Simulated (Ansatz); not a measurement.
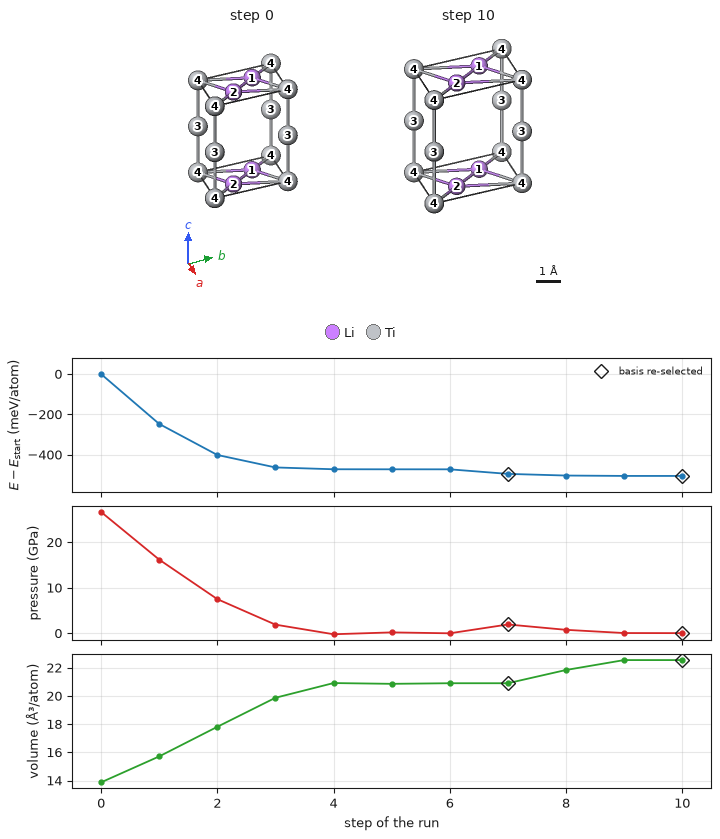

First and last geometry of a relaxation of solid LiTi (a generated structure, set up in P6/mmm) (coarse preliminary run), with the history of the run. The picture is a ball-and-stick view of the cell of the calculation, seen slightly off an axis.

These are results of Ansatz, DFT PBE, scalar-relativistic, plane waves, PAW, not measurements.

Input
```yaml
crystal:
  lattice:
    - [3.99910829, 0.0, 0.0]
    - [-1.99955415, 3.46332937, 0.0]
    - [0.0, 0.0, 4.00545419]
  atoms:
    - { symbol: Li, position: [0.33333333, 0.66666667, 0.0] }
    - { symbol: Li, position: [0.66666667, 0.33333333, 0.0] }
    - { symbol: Ti, position: [0.0, 0.0, 0.5] }
    - { symbol: Ti, position: [0.0, 0.0, 0.0] }
basis:
  ecutwfc: 420
kpoints:
  mp_grid: { grid: [6, 6, 4] }
hamiltonian:
  xc: pbe
scf:
  occupations: { method: gaussian, width: 0.1 }
  lower_state_search: "off"
output:
  forces: true
  stress: true
  eigenvalues: true
relax:
  adjacent_minimum: "off"
  f_tol: 0.04
  max_steps: 70
  cell: { stress_tol: 0.4 }
```

Launched with:
```bash
ansatz run input.yaml --threads 1 --pin off --max-ram 2560MiB --backend cpu --events-out ev --progress --plain --runs-dir out
```

Q: Did the run converge, and what did it change?

A: It converged. The energy falls by 505 meV per atom in 8 accepted moves (10 points after the start). All forces vanish by symmetry, so only the cell relaxes. Pressure: 26.67 GPa at the start and 0.03 GPa at the end. At 2 points the geometry stayed and the basis and grid were re-selected for the new cell (energy shift of 22.6 meV per atom at most each time). No atom moves by more than 0.005 Å relative to the cell. Cell: a = b 3.999 → 4.811 Å (+20.3 %), c 4.005 → 4.499 Å (+12.3 %). Volume +62.5 %. Near-neighbour distances that change, for instance: Li1–Li2 2.309 → 2.778 Å, Li1–Ti4 2.309 → 2.778 Å, Ti3–Ti4 2.003 → 2.249 Å. The space group stays P6/mmm (No. 191).

| step | E − E(0), meV/atom | pressure, GPa | volume, Å³/atom | note |
| --- | --- | --- | --- | --- |
| 0 | 0.00 | 26.67 | 13.869 |  |
| 1 | -247.28 | 16.19 | 15.709 |  |
| 2 | -401.17 | 7.51 | 17.810 |  |
| 3 | -463.05 | 1.90 | 19.869 |  |
| 4 | -472.09 | -0.21 | 20.913 |  |
| 5 | -472.32 | 0.20 | 20.859 |  |
| 6 | -472.41 | 0.00 | 20.901 |  |
| 7 | -495.01 | 1.94 | 20.901 | same geometry, new basis |
| 8 | -503.25 | 0.76 | 21.840 |  |
| 9 | -505.15 | 0.05 | 22.543 |  |
| 10 | -505.25 | 0.03 | 22.543 | same geometry, new basis |

Limits of the set-up: the k-point mesh is coarse for a cell with partly filled bands.
